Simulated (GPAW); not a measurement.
# Quasiparticle gap of F (C2/c) in GPAW, part 2 of 2

Aim: the G0W0 gap of F (C2/c) on LDA, step by step.

GPAW 26.7.0; LDA and many-body steps on it, plane waves. Known limits of the many-body steps: not at the basis limit; coarse k mesh.

So far. Step 3 (Bands along the symmetry lines): The gap is 2.516 eV, as in the run before at this level. Step 4 (Empty states on the mesh, 4×4×2 mesh, 52 bands): On this mesh the gap is 2.516 eV.

## (5) Screening and self-energy, 4×4×2 mesh, 42 bands, screening to 50 eV

G0W0 replaces the xc potential by the self-energy, built once from these orbitals. Only a window of levels is corrected, while the sums run over the empty bands that the input names.

This step: G0W0 on LDA, plane waves, PAW.

Input file run.py:

```python
import json
import numpy as np
from gpaw.mpi import world
from gpaw.response.g0w0 import G0W0

gw = G0W0('full.gpw',
    filename='gw',
    kpts=[0],
    bands=(12, 16),
    ecut=50,
    nbands=42,
    integrate_gamma='WS',
    ppa=True)
gw.calculate()
res = {mode: {k: v for k, v in r.items() if k != 'sigma_eskwn'}
       for mode, r in gw.all_results.items()}

if world.rank == 0:
    with open('result.json', 'w') as f:
        json.dump(res, f, default=lambda x: x.tolist())
```

Started as:

```
> mpirun -n 4 gpaw python run.py
```

Numbers of over 12 decimals in the logs are rounded to 6 here.

Log:

```text
Using integrator: PointIntegrator
FrequencyGridDescriptor(from 0.000+0.000j to 0.000+27.211j eV, 2 points)
Nonperiodic BCs:  [False False False]
Using integrator: PointIntegrator
FrequencyGridDescriptor(from 0.000+0.000j to 0.000+27.211j eV, 2 points)
Nonperiodic BCs:  [False False False]
  ___  _ _ _
 |   || | | |
 | | || | | |
 |__ ||_____|
 |___|

BZ k-points: Symmetries present (total): 2

  [... matrices ...]
32 k-points: 4 x 4 x 2 Monkhorst-Pack grid + [1/8,1/8,1/4]
20 k-points in the irreducible part of the Brillouin zone
       k-points in crystal coordinates                weights
   0:     0.00000000    0.00000000    0.00000000          1/32
   1:     0.00000000    0.00000000    0.50000000          1/32
   2:     0.00000000    0.25000000    0.00000000          2/32
   3:     0.00000000    0.25000000    0.50000000          2/32
   4:     0.00000000    0.50000000    0.00000000          1/32
   5:     0.00000000    0.50000000    0.50000000          1/32
   6:     0.25000000   -0.25000000    0.00000000          2/32
   7:     0.25000000   -0.25000000    0.50000000          2/32
   8:     0.25000000    0.00000000    0.00000000          2/32
   9:     0.25000000    0.00000000    0.50000000          2/32
          ...
  19:     0.50000000    0.50000000    0.50000000          1/32

Distributing spins, k-points and bands (1 x 1 x 4) over 4 processes
Number of blocks: 1

Quasi particle states:
k-points (IBZ indices): [0]
Band range: (12, 16)
  [... matrices ...]
Computational parameters:
Plane wave cut-off: 50 eV
Number of bands: 42
Coulomb cutoff: None
Broadening: 0.1 eV

fxc modes: GW
Kernel: RPA
Using Godby-Needs plasmon-pole approximation:
  Fitting energy: i*E0, E0 = 1.000 Hartree
Summing all q:

Calculating screened Coulomb potential
No Coulomb truncation
FrequencyGridDescriptor(from 0.000+0.000j to 0.000+27.211j eV, 2 points)
Removing empty qpoint cache files...

Calculating chi0 body with:
    Ground state adapter containing:
    Number of spins: 1
    Number of kpoints: 32
    Number of irreducible kpoints: 20
    Number of completely occupied states: 14
    Number of partially occupied states: 14
    Occupied states memory: 2.7685546875 M / cpu

    Linear response parametrization:
    q_c: [0.0, 0.0, 0.0]
    Number of frequency points: 2
    Planewave cutoff: 50.0
    Number of bands: 42
    Number of planewaves: 43
    Broadening (eta): 1e-06
    comm.size: 4
    kncomm.size: 4
    blockcomm.size: 1

    Memory estimate of potentially large arrays:
        chi0_wGG: 0.056427 M / cpu
Integrating chi0 body.

Symmetries of q_c:
    Direct symmetries (Uq -> q): 2
    Indirect symmetries (TUq -> q): 0
In total 2 allowed symmetries.

  [... matrices ...]
20 groups of equivalent kpoints. 37.5% reduction.

Integral kind: response function
Integrating chi0 head and wings.

Symmetries of q_c:
    Direct symmetries (Uq -> q): 2
    Indirect symmetries (TUq -> q): 0
In total 2 allowed symmetries.

  [... matrices ...]
20 groups of equivalent kpoints. 37.5% reduction.

Integral kind: response function wings

Calculating chi0 body with:
    Ground state adapter containing:
    Number of spins: 1
    Number of kpoints: 32
    Number of irreducible kpoints: 20
    Number of completely occupied states: 14
    Number of partially occupied states: 14
    Occupied states memory: 2.7685546875 M / cpu

    Linear response parametrization:
[... the further q-points ...]

Results:
f:      Occupation numbers
eps:     KS-eigenvalues [eV]
vxc:     KS vxc [eV]
exx:     Exact exchange [eV]
sigma:   Self-energies [eV]
dsigma:  Self-energy derivatives
Z:       Renormalization factors
qp:      QP-energies [eV]

k-point 0 (0): (0.000, 0.000, 0.000)                GW
band       f     eps     vxc     exx   sigma  dsigma       Z      qp
                                                                   GW
  12   1.000  -3.744 -25.440 -33.951   5.118  -0.237   0.808  -6.486
  13   1.000  -3.685 -25.492 -34.008   5.121  -0.236   0.809  -6.431
  14   0.000  -1.169 -24.337 -16.659  -2.461  -0.211   0.826   3.138
  15   0.000  -0.023 -26.559 -17.739  -2.777  -0.243   0.804   4.837
```

The job ended after 15 s (4 MPI ranks of Arm Neoverse V2, shared host; peak memory 0.79 GiB).

Numbers from this step:

* G0W0 gap on the points computed: 9.569 eV
* least direct G0W0 gap on the computed points: 9.569 eV
* Z at the valence top: 0.8089
* Z at the conduction bottom: 0.8256
* starting gap on the mesh: 2.516 eV
* k of the valence top: 0, 0, 0
* k of the conduction bottom: 0, 0, 0

The gap on the mesh goes from 2.52 eV to 9.57 eV, a correction of +7.05 eV.

Limits: finite bands, cutoff and mesh; coarse k mesh. v1 is the top filled band, c1 the lowest empty one. Levels before and after the correction, in eV, zero at the valence-band top of each column:

|  | conduction bottom | valence top |
| --- | --- | --- |
| Kohn-Sham | 2.52 | 0.00 |
| G0W0 | 9.57 | 0.00 |

|  | level | energy (eV) |
| --- | --- | --- |
| Kohn-Sham | Γ v2 | -0.059 |
| Kohn-Sham | Γ v1 | 0.000 |
| Kohn-Sham | Γ c1 | 2.516 |
| Kohn-Sham | Γ c2 | 3.662 |
| G0W0 | Γ v2 | -0.055 |
| G0W0 | Γ v1 | 0.000 |
| G0W0 | Γ c1 | 9.569 |
| G0W0 | Γ c2 | 11.268 |

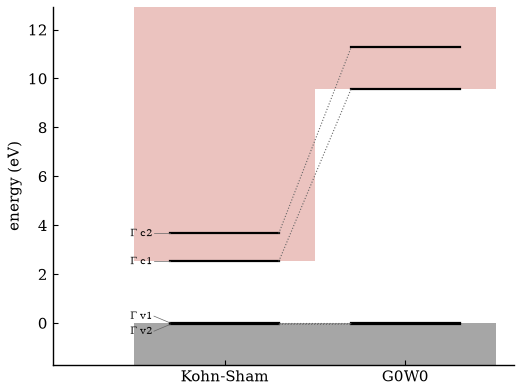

Levels before and after the correction. Shaded: valence and conduction bands.

## (6) Where the time went

Times are wall times on 4 MPI ranks of Arm Neoverse V2, shared host, good to a factor of about two.

| step | time | share | memory (GiB) |
| --- | --- | --- | --- |
| ground state | 20 s | 35 % | 0.74 |
| bands along the symmetry lines | 11 s | 19 % | 0.74 |
| empty states on the mesh | 12 s | 20 % | 0.72 |
| screening and self-energy | 15 s | 26 % | 0.79 |

## (7) What came out

| Item | Value |
| --- | --- |
| LDA gap | 2.52 eV, direct |
| G0W0 gap on the mesh | 9.57 eV |
| GW settings | 4×4×2 mesh, 42 bands, screening to 50 eV, Godby-Needs plasmon pole |
| known limits | not at the basis limit; coarse k mesh |

What this shows: G0W0 moves the gap on the mesh from 2.52 eV to 9.57 eV (+7.05 eV), with Z of 0.81 and 0.83 at the edges. Only 1 of the mesh's irreducible points was corrected, so a valley elsewhere could overtake. Bands and cutoff are finite, so the gap is not at the basis limit. The miss can reach some tenths of an eV and take either sign; the mesh is an error of its own. These stock PAW sets were not made for GW. In the G0W0 run levels were corrected at 1 k point alone, so a gap called «on the mesh» is the least over those, and an edge elsewhere would be missed. The 4×4×2 mesh is coarse for this cell, which bears on the long-range parts of exchange and screening.

[Paths, hosts, dates, memory and timing lines, banners, echoed tables and standing remarks are left out of the program output.]

[Logs are printed without paths, hosts, clocks, repeated set-up lines and the standing remarks that a program may print on its own settings, such as how far it seeks lower states.]

[Runs of the session that timed out or met a known fault of the program may be left out.]

[Hosts, paths, dates, database ids (printed as entryN), source tags and the programs' standing remarks are cut or masked in the printed files.]
